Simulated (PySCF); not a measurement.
Molecule: C5H8O3, SMILES COC(=O)CCC=O. Atoms near the plane z = 0.0 Å, at the GFN2-xTB optimised geometry (x, y, z in Å): C1 (2.4, -1.1, 0.0), O2 (1.0, -1.1, 0.0), C3 (0.4, 0.1, 0.0), O4 (1.0, 1.2, 0.0), C5 (-1.1, 0.0, 0.0), C6 (-1.7, 1.2, 0.8), H9 (2.8, -0.5, -0.9), H10 (2.7, -2.1, 0.0), H11 (2.8, -0.6, 0.9), H12 (-1.5, 0.0, -1.0), H13 (-1.4, -1.0, 0.5), H14 (-1.4, 2.1, 0.4), H15 (-2.8, 1.1, 0.8).

Computed with CAM-B3LYP/def2-TZVP run with PySCF 2.14.0. Cells within 0.4 Å of a nucleus heavier than hydrogen are left out (blank, or x). The values are rescaled to run from 0 to 1.

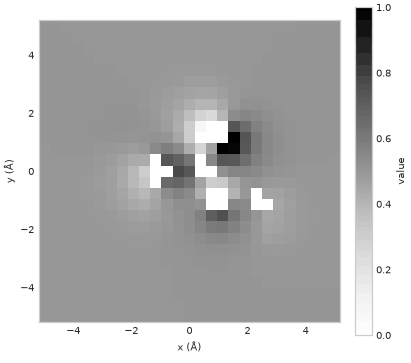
*a field on the plane z = 0.0 Å.*

### Question
Which quantity is mapped?
A. log10 of the electron density
B. deformation density (molecule minus spherical neutral atoms)
C. electrostatic potential
D. an orbital amplitude

### Answer
D, an orbital amplitude. In full: HOMO−1 amplitude (bohr^(-3/2)), clipped to [-0.25, 0.25].
